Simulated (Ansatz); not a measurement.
**CH$_{4}$AlFS: geometry relaxation (part 2 of 2)**

The same run, continued: CH$_{4}$AlFS; RKS PBE-D4/cc-pVDZ (Ansatz 0.2.0). It belongs to a series of runs on one base structure; here: end point B relaxed.

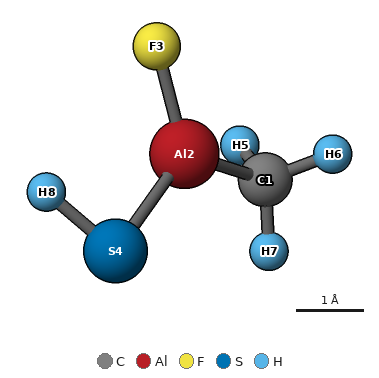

Fig. 1: The geometry at step 13 of the log (ball-and-stick view, seen at a tilt; atoms are numbered from 1 in the order of the input).

Trajectory as extended XYZ, continued
```
8
Properties=species:S:1:pos:R:3:forces:R:3 step=6 energy=-21242.20329
C    -0.1703    1.2690   -0.1094   -0.0107  -0.0025   0.0019
Al    0.5702   -0.5391   -0.2024    0.0027   0.0118  -0.0125
F     0.0253   -1.6672    0.9599   -0.0076  -0.0066   0.0048
S     2.0839   -1.2704   -1.6729   -0.0006   0.0048  -0.0092
H    -1.2740    1.2359   -0.2319    0.0164   0.0035   0.0038
H     0.0323    1.7125    0.8883   -0.0027   0.0008   0.0005
H     0.2550    1.9325   -0.8876   -0.0017  -0.0048   0.0013
H     1.0706   -1.6495   -2.5145    0.0043  -0.0070   0.0094
8
Properties=species:S:1:pos:R:3:forces:R:3 step=7 energy=-21242.19833 accepted=F
C    -0.1793    1.2981   -0.1038   -0.0768  -0.0284   0.1184
Al    0.5615   -0.5129   -0.2479   -0.0486   0.1531  -0.0873
F     0.0173   -1.6540    0.8969   -0.0717  -0.0766   0.0525
S     2.0928   -1.2251   -1.7000   -0.3514  -0.2391  -0.4620
H    -1.2917    1.2673   -0.2005    0.2138   0.0102   0.0272
H     0.0507    1.6772    0.9189   -0.0735   0.0227  -0.1039
H     0.2289    2.0116   -0.8480   -0.0110  -0.0858   0.0226
H     1.1127   -1.8385   -2.4860    0.4192   0.2439   0.4325
8
Properties=species:S:1:pos:R:3:forces:R:3 step=8 energy=-21242.20454
C    -0.1729    1.2788   -0.1071   -0.0297  -0.0198   0.0349
Al    0.5683   -0.5298   -0.2180   -0.0122   0.0536  -0.0342
F     0.0211   -1.6640    0.9359   -0.0277  -0.0276   0.0183
S     2.0877   -1.2544   -1.6830   -0.0348  -0.0090  -0.0872
H    -1.2792    1.2456   -0.2204    0.0680   0.0055   0.0100
H     0.0386    1.7023    0.8982   -0.0206   0.0115  -0.0175
H     0.2457    1.9580   -0.8751   -0.0001  -0.0207  -0.0012
H     1.0836   -1.7128   -2.5010    0.0571   0.0066   0.0768
8
Properties=species:S:1:pos:R:3:forces:R:3 step=9 energy=-21242.20762
C    -0.1758    1.2928   -0.1017   -0.0329  -0.0192   0.0769
Al    0.5675   -0.5144   -0.2401   -0.0290   0.0704  -0.0461
F     0.0142   -1.6635    0.8956   -0.0465  -0.0387   0.0175
S     2.0936   -1.2274   -1.7017   -0.2139  -0.0988  -0.2673
H    -1.2843    1.2581   -0.2049    0.1153   0.0045   0.0118
H     0.0442    1.6928    0.9129   -0.0384   0.0175  -0.0517
H     0.2344    1.9916   -0.8572   -0.0031  -0.0418   0.0067
H     1.0992   -1.8064   -2.4735    0.2484   0.1060   0.2522
8
Properties=species:S:1:pos:R:3:forces:R:3 step=10 energy=-21242.21527
C    -0.1774    1.3121   -0.0893    0.0081  -0.0031   0.1084
Al    0.5703   -0.4892   -0.2709   -0.0401   0.0243  -0.0433
F     0.0001   -1.6714    0.8233   -0.0532  -0.0283  -0.0067
S     2.0984   -1.1827   -1.7399   -0.5471  -0.3251  -0.4668
H    -1.2864    1.2713   -0.1825    0.1105  -0.0021   0.0009
H     0.0481    1.6914    0.9328   -0.0398   0.0201  -0.0755
H     0.2207    2.0301   -0.8336   -0.0058  -0.0451   0.0157
H     1.1192   -1.9380   -2.4104    0.5674   0.3595   0.4673
8
Properties=species:S:1:pos:R:3:forces:R:3 step=11 energy=-21242.25079
C    -0.1735    1.3276   -0.0709    0.0530  -0.0020   0.0876
Al    0.5586   -0.4702   -0.3117    0.0297   0.0019   0.0011
F    -0.0262   -1.6900    0.7361   -0.0258  -0.0192  -0.0801
S     2.0785   -1.0996   -1.8205   -0.8185  -0.6119  -0.3691
H    -1.2802    1.2859   -0.1600    0.0231   0.0072  -0.0152
H     0.0548    1.6964    0.9525   -0.0131   0.0113  -0.0390
H     0.2191    2.0524   -0.8102   -0.0016  -0.0055  -0.0021
H     1.1619   -2.0789   -2.2857    0.7532   0.6182   0.4168
8
Properties=species:S:1:pos:R:3:forces:R:3 step=12 energy=-21242.30915
C    -0.1708    1.3457   -0.0522    0.0823   0.0015   0.0935
Al    0.5444   -0.4505   -0.3347   -0.0349  -0.0730  -0.0687
F    -0.0553   -1.7124    0.6545    0.0052   0.0042  -0.0769
S     2.0102   -1.0377   -1.9078   -0.6985  -0.7596  -0.2069
H    -1.2777    1.3087   -0.1344    0.0056   0.0012  -0.0163
H     0.0681    1.7057    0.9707   -0.0088   0.0257  -0.0200
H     0.2173    2.0732   -0.7908    0.0049   0.0158  -0.0031
H     1.2568   -2.2090   -2.1758    0.6441   0.7842   0.2984
8
Properties=species:S:1:pos:R:3:forces:R:3 step=13 energy=-21242.37969
C    -0.1654    1.3694   -0.0306   -0.0035  -0.0770  -0.0789
Al    0.5144   -0.4338   -0.3890    0.0167  -0.0103  -0.0858
F    -0.1067   -1.7398    0.5233   -0.0358  -0.0089  -0.0082
S     1.9617   -1.0367   -1.9705   -0.3310  -0.2257  -0.0001
H    -1.2764    1.3206   -0.0500    0.0406   0.0172   0.0128
H     0.1306    1.7296    0.9750    0.0241   0.0180   0.0136
H     0.1617    2.1038   -0.7942    0.0302  -0.0164   0.0481
H     1.3731   -2.2895   -2.0345    0.2588   0.3030   0.0985
8
Properties=species:S:1:pos:R:3:forces:R:3 step=14 energy=-21242.42200
C    -0.1586    1.3601   -0.0315   -0.0209   0.0241   0.0457
Al    0.4524   -0.4523   -0.4260   -0.1791   0.1025   0.1810
F    -0.1762   -1.7613    0.4756    0.0049  -0.0392  -0.0135
S     1.8495   -0.9734   -2.0337    0.0484  -0.2791  -0.1799
H    -1.2691    1.3526    0.0086    0.0155   0.0461  -0.0181
H     0.1988    1.7214    0.9555    0.0178  -0.0451  -0.0091
H     0.1643    2.0853   -0.8045   -0.0054  -0.0036  -0.0137
H     1.5320   -2.3088   -1.9145    0.1189   0.1943   0.0076
8
Properties=species:S:1:pos:R:3:forces:R:3 step=15 energy=-21242.43732
C    -0.1687    1.3667   -0.0280   -0.0537   0.0785   0.0163
Al    0.3943   -0.4536   -0.4453    0.0567  -0.0752  -0.1249
F    -0.1539   -1.8081    0.4426   -0.0227   0.0422   0.0509
S     1.7453   -0.9800   -2.1200   -0.0334   0.0093   0.0573
H    -1.2766    1.4316    0.0069    0.0070  -0.0110   0.0103
H     0.2107    1.6865    0.9648    0.0056  -0.0129   0.0037
H     0.1947    2.0894   -0.7871    0.0195  -0.0408   0.0112
H     1.6473   -2.3089   -1.8044    0.0211   0.0098  -0.0248
8
Properties=species:S:1:pos:R:3:forces:R:3 step=16 energy=-21242.43974
C    -0.1766    1.3633   -0.0289    0.0420  -0.0458  -0.0494
Al    0.3766   -0.4625   -0.4551    0.0056   0.0249   0.0346
F    -0.1668   -1.7846    0.4819   -0.0075  -0.0213  -0.0032
S     1.7409   -0.9684   -2.1195   -0.0142  -0.0087  -0.0005
H    -1.2824    1.4439    0.0047    0.0010   0.0151   0.0029
H     0.2155    1.6659    0.9643   -0.0110   0.0028   0.0014
H     0.2118    2.0699   -0.7898   -0.0243   0.0323   0.0177
H     1.6740   -2.3040   -1.8282    0.0085   0.0007  -0.0035
8
Properties=species:S:1:pos:R:3:forces:R:3 step=17 energy=-21242.44034
C    -0.1735    1.3629   -0.0315   -0.0025   0.0143   0.0035
Al    0.3797   -0.4621   -0.4507   -0.0004  -0.0054  -0.0017
F    -0.1626   -1.7863    0.4837   -0.0067  -0.0092   0.0119
S     1.7284   -0.9724   -2.1250    0.0110   0.0005  -0.0156
H    -1.2798    1.4450   -0.0036    0.0018  -0.0039  -0.0024
H     0.2062    1.6642    0.9672   -0.0001  -0.0010  -0.0004
H     0.2146    2.0797   -0.7826   -0.0014   0.0060   0.0020
H     1.6799   -2.3073   -1.8281   -0.0017  -0.0014   0.0026
8
Properties=species:S:1:pos:R:3:forces:R:3 step=18 energy=-21242.44040
C    -0.1730    1.3638   -0.0315   -0.0013   0.0051  -0.0003
Al    0.3824   -0.4608   -0.4524   -0.0110  -0.0358   0.0216
F    -0.1574   -1.7842    0.4884    0.0118   0.0301  -0.0198
S     1.7262   -0.9754   -2.1307   -0.0002  -0.0022  -0.0003
H    -1.2797    1.4431   -0.0110    0.0007  -0.0011  -0.0010
H     0.1991    1.6614    0.9710   -0.0003  -0.0012   0.0007
H     0.2183    2.0848   -0.7770    0.0000   0.0031   0.0002
H     1.6771   -2.3090   -1.8274    0.0003   0.0021  -0.0012
8
Properties=species:S:1:pos:R:3:forces:R:3 step=19 energy=-21242.44045
C    -0.1726    1.3637   -0.0320   -0.0014   0.0010   0.0030
Al    0.3832   -0.4616   -0.4508    0.0027   0.0024  -0.0038
F    -0.1529   -1.7813    0.4943    0.0002  -0.0031   0.0011
S     1.7221   -0.9757   -2.1333   -0.0010  -0.0011   0.0006
H    -1.2795    1.4430   -0.0187    0.0007   0.0007  -0.0007
H     0.1926    1.6588    0.9738   -0.0012   0.0005  -0.0003
H     0.2236    2.0862   -0.7733    0.0002   0.0001  -0.0001
H     1.6765   -2.3094   -1.8306   -0.0003  -0.0005   0.0002
```

The run was set up as follows.

Input
```yaml
crystal:
  periodic: [false, false, false]
  atoms:
    - { symbol: C, position_ang: [-0.1378, 1.2342, -0.1024] }
    - { symbol: Al, position_ang: [0.5667, -0.5648, -0.1515] }
    - { symbol: F, position_ang: [0.00633, -1.73995, 1.04766] }
    - { symbol: S, position_ang: [2.05583, -1.20883, -1.65193] }
    - { symbol: H, position_ang: [-1.2838, 1.2214, -0.2702] }
    - { symbol: H, position_ang: [0.0426, 1.769, 0.8608] }
    - { symbol: H, position_ang: [0.2896, 1.8815, -0.928] }
    - { symbol: H, position_ang: [1.05356, -1.5689, -2.57495] }
basis:
  gaussian: { orbitals: cc-pVDZ }
hamiltonian:
  xc: pbe
  dispersion: d4
relax:
  f_tol: 0.015
  max_steps: 40
```

Run as:
```bash
ansatz run input.yaml --threads 1 --pin off --max-ram 2048MiB --backend cpu --events-out ev --progress --plain --runs-dir out
```

Key numbers

- outcome: converged
- total energy: −21242.4405 eV
- mean-field energy: −21242.2993 eV
- largest force (length of the vector) at the end: 0.005 eV/Å
- hardware: 1 thread of Arm Neoverse V1, 24 GiB of memory available, shared host
- wall time: 57 s
- peak memory: 0.14 GiB
